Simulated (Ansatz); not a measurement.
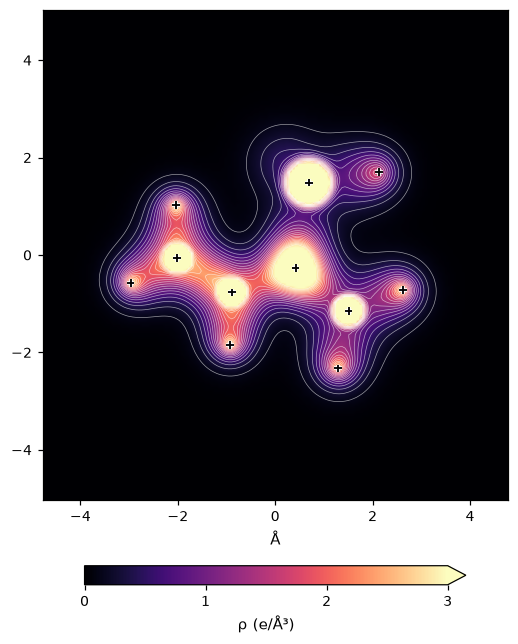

The total electron density on a plane through atoms (crosses mark nuclei in the plane).

Computed with Ansatz 0.2.0, RKS PBE0-D4/def2-TZVPP.

Candidates:
A. C$_{6}$H$_{3}$ClTi (SMILES C#[C][Ti]([Cl])([C]#C)[C]#C)
B. Ge$_{2}$H$_{10}$Si$_{2}$ (SMILES [SiH3][GeH2][GeH2][SiH3])
C. C$_{3}$H$_{10}$BNSi (SMILES BN(C=C)[SiH2]C)

Which system is this?

Answer. Candidate C: C$_{3}$H$_{10}$BNSi on the plane of atoms C3, C4 and H11, which holds B, N, C, Si and H. C–C (1.33 Å): ρ at the midpoint is about 2.4 e/Å³. C–N (1.40 Å): ρ is about 2.1 e/Å³ halfway.
